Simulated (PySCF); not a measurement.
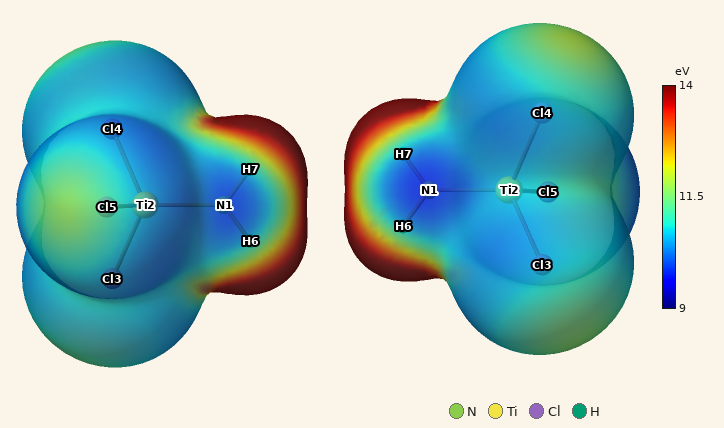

Cl3H2NTi, SMILES `N[Ti](Cl)(Cl)Cl`. Average local ionisation energy on the surface of electron density 0.001 a.u. (back view left, front view right).

Level of theory: B3LYP/def2-SVPD (PySCF), at a geometry from GFN2-xTB. This is a single-reference result, which may miss multireference character in this system. No frequency check shows the geometry to be a minimum. GFN2-xTB bond lengths at metals and heavier atoms can be off by up to 0.1 Å and shapes distorted, which carries into these values.

The calculation's input:

```python
import numpy as np
from pyscf import gto, scf, dft
from pyscf.scf import atom_ks, atom_hf
from scipy.linalg import block_diag

def solve(mol, dm0=None, hcore=None):
    mf = (dft.UKS if mol.spin else dft.RKS)(mol, xc='b3lyp')
    mf.grids.level = 3
    mf = mf.density_fit(auxbasis='def2-universal-jkfit')
    mf.conv_tol, mf.max_cycle = 1e-8, 80
    if hcore is not None:
        mf.get_hcore = lambda *args: hcore
    mf.kernel(dm0)
    if not mf.converged:
        mf = mf.newton().run(mf.mo_coeff, mf.mo_occ, max_cycle=30)
    assert mf.converged, 'SCF not converged'
    return mf

mol = gto.M(atom='''
N     -0.00015     0.07863    -2.09842
Ti    -0.00019     0.01644    -0.28384
Cl    -1.72749     0.95410     0.53939
Cl     1.72311     0.96187     0.53929
Cl     0.00474    -1.98019     0.47009
H     -0.82785     0.08797    -2.69778
H      0.82720     0.09170    -2.69783
''', basis='def2-svpd', charge=0, spin=0, verbose=4)
mf = solve(mol)
mf.analyze()
# spherically averaged free atoms, for the promolecule
atm = atom_ks.get_atm_nrks(mol, xc='b3lyp')
pro = block_diag(*[(atm[a[0]][2] * atm[a[0]][3]) @ atm[a[0]][2].T for a in mol._atom])
np.savez('result.npz', e=mf.e_tot, c=mf.mo_coeff, occ=mf.mo_occ, eps=mf.mo_energy, pro=pro, dip=mf.dip_moment(verbose=0), s2=mf.spin_square()[0])
```

Command:

```sh
OMP_NUM_THREADS=1 python input.py
```

The run took 14 s on 1 thread of Intel(R) Xeon(R) 6975P-C (Granite Rapids), on a shared host, peak memory 0.61 GiB.

Partitions, critical points and surface values were worked out afterwards from this run's density.

> Locate the minima of the map.

The lowest value is 9.8 eV, over N1, off the plane of its three bonds (2.0 Å). Further minima include 10.1 eV, 2.1 Å from Cl5; 10.1 eV, 2.1 Å from Cl5, and at like points elsewhere. For comparison, the highest occupied orbital lies at −8.3 eV.
